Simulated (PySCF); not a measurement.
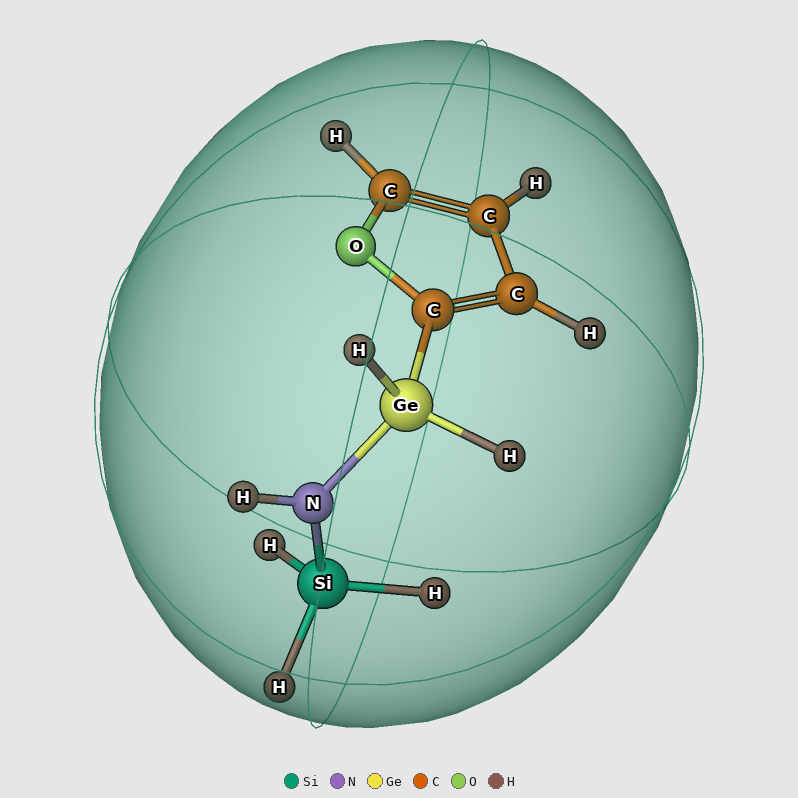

The ellipsoid shows the static dipole polarisability: its half-axes are proportional to the principal values. Computed geometry: PBE0-D3(BJ)/def2-SVP optimisation. No frequency run is at hand to confirm it as a minimum. Level of theory: CAM-B3LYP/def2-SVPD (PySCF 2.14.0).

> Give the principal values, the mean and the anisotropy.

Principal values 100.0, 102.7, 132.1 bohr³; mean 111.6 bohr³ (16.53 Å³); anisotropy 30.8 bohr³, so the longest axis is 1.32 times the shortest.
